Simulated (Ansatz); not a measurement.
**CH4F2O2Sn: density, localisation and related maps**

Input file:

```
crystal:
  periodic: [false, false, false]
  atoms:
    - {symbol: C, position_ang: [-0.221377, -1.747878, 0.213839]}
    - {symbol: O, position_ang: [-0.437262, -0.567080, 0.972632]}
    - {symbol: Sn, position_ang: [-0.145828, 1.165053, 0.197914]}
    - {symbol: O, position_ang: [1.600525, 1.320797, -0.610311]}
    - {symbol: F, position_ang: [-1.437463, 1.593098, -1.131453]}
    - {symbol: F, position_ang: [-0.398146, 2.433919, 1.575782]}
    - {symbol: H, position_ang: [-0.359752, -2.589842, 0.894606]}
    - {symbol: H, position_ang: [-0.942263, -1.842793, -0.604627]}
    - {symbol: H, position_ang: [0.792608, -1.797302, -0.195913]}
    - {symbol: H, position_ang: [1.632160, 1.980825, -1.309573]}
basis:
  gaussian: {orbitals: def2-TZVPP}
hamiltonian: {xc: pbe0, dispersion: d4}
output: {orbitals: {seedname: orbitals}}
```

Run with:

```sh
ansatz run in.yaml --threads 2 --pin off --events-out ev --progress --plain --max-ram 32768MiB --backend cpu
```

Geometry: PBE0-D4/def2-TZVP; core potentials replace the inner electrons of Sn.

These are results of RKS PBE0-D4/def2-TZVPP in Ansatz, not measurements.

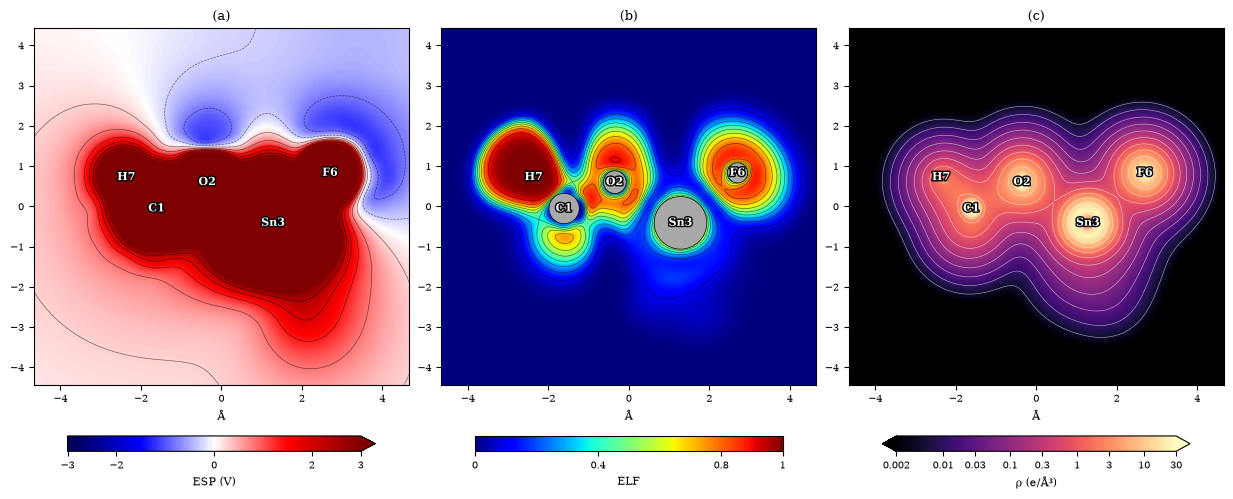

Figure 1. (a) molecular electrostatic potential; (b) electron localisation function; (c) electron density on the plane of atoms C1, O2 and Sn3. Grey discs cover the atomic cores in the ELF map.

What do the fields say about this system?

The plane passes through C, O, Sn, F and H nuclei. C–O (1.42 Å): ρ is about 2 e/Å³ halfway, with its minimum of 1.7 e/Å³ about 0.5 Å from C; the ELF peaks at about 0.90 between the atoms; a polar covalent bond. Sn–F (1.89 Å): ρ at the midpoint is about 0.91 e/Å³; the ELF peaks at about 0.80 in the valence shell of F, 0.5 Å from its nucleus, and drops to about 0.15 between the two atoms. Sn–O (1.92 Å): the density is about 0.93 e/Å³ at the midpoint; the ELF peaks at about 0.85 in the valence shell of O, 0.6 Å from its nucleus, and drops to about 0.15 between the two atoms. C–H (1.09 Å): ρ is about 2.1 e/Å³ halfway; the ELF climbs to about 1 towards the hydrogen, as it does in any bond to H (an ordinary covalent bond to hydrogen). The ELF also peaks beside F6 and O2, away from the bonds: lone-pair regions. Outside the dense part of the molecule the potential is most negative (−1.2 V) near F6.

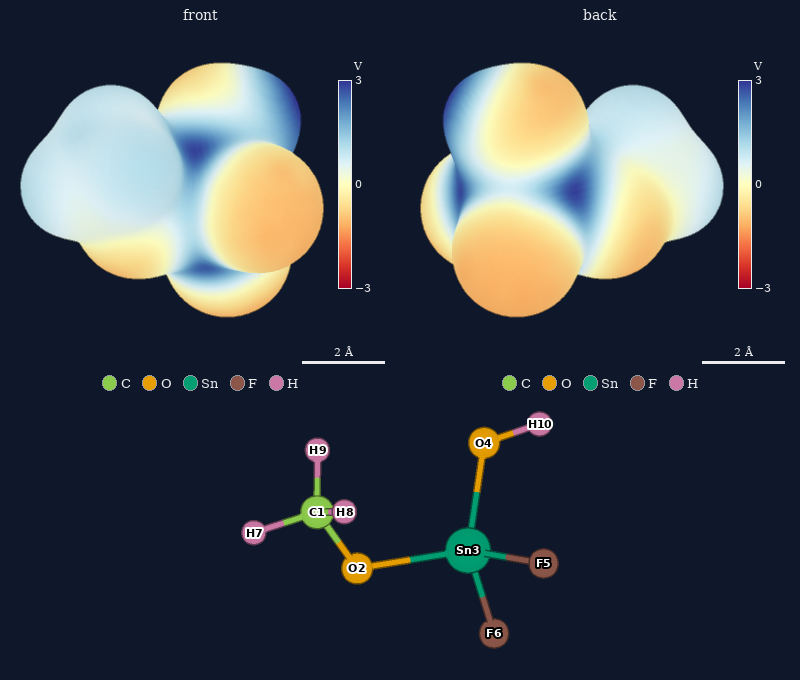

Figure 2. The electrostatic potential painted on the density surface at 0.002 e/bohr³, seen from the front and from behind; red is negative and blue positive. The bare structure is drawn below in the same view.

Which sites attract a positive test charge, and which a negative one?

A positive charge is drawn to the negative regions and a negative charge to the positive ones. The most negative region (about −1.1 V) lies over F6, the most positive (about +2.9 V) over Sn3 and H10.

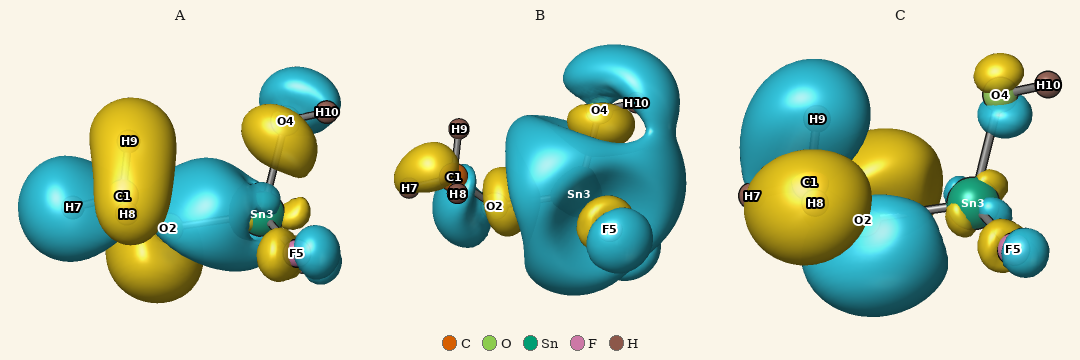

Figure 3. Three frontier orbitals at ±0.06 Å⁻³ᐟ² (yellow and cyan are the two phases), in no order.

Order the three orbitals by energy and name them.

A is the HOMO−1 (−9.34 eV). By Hirshfeld shares it lies mainly on O2 (about 50 %), C1 (about 15 %), H7 (about 10 %), Sn3 (about 10 %) and O4 (about 5 %). C is the HOMO (−8.85 eV). It lies mainly on O2 (about 60 %), C1 (about 15 %), H8 (about 10 %), H9 (about 5 %) and Sn3 (about 5 %). B is the LUMO (−2.40 eV). It lies mainly on Sn3 (about 45 %), O4 (about 15 %), O2 (about 10 %), F5 (about 10 %) and F6 (about 10 %).

What is the HOMO–LUMO gap?

6.45 eV between the orbital energies.
